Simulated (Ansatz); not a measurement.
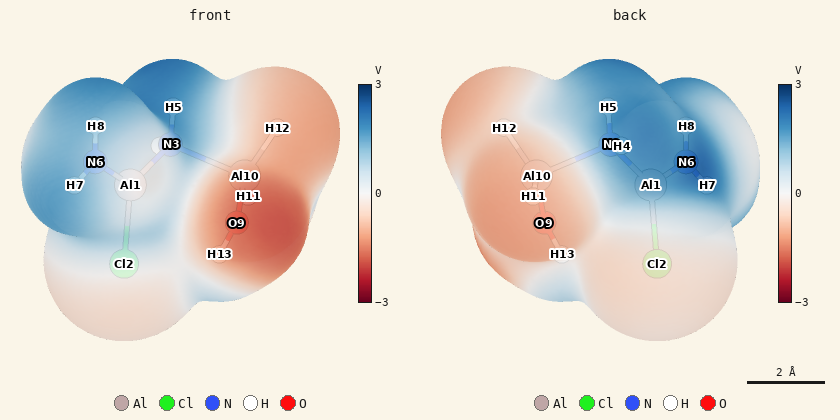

The picture shows: Al₂ClH₇N₂O. The molecular electrostatic potential painted on the density surface at 0.001 e/bohr³, seen from the front and from behind; red is negative and blue positive.

Not at a stationary point (largest force 1.7 eV/Å).

The calculation used RKS PBE0-D4/def2-SVP in Ansatz 0.2.0.

```xyz
13

Al   -0.3453   -0.0454    0.0291
Cl   -0.7173   -1.1828    1.8622
N     1.3046    0.8012    0.0521
H     2.0828    0.1775    0.2812
H     1.5702    1.3007   -0.7991
N    -1.4069   -0.1076   -1.3601
H    -2.3148   -0.5615   -1.3268
H    -1.2843    0.3689   -2.2460
O    -0.4517    2.0599    2.0931
Al    1.2516    2.1837    1.6316
H     2.3138    1.5034    2.6221
H     1.5814    3.5430    0.8575
H    -0.6904    1.2776    2.6388
```

> Describe the electrostatic potential map.

The most negative region (about −1.9 V) lies over O9, the most positive (about +2.3 V) over Al1. O9 is the likeliest acceptor of a hydrogen bond.
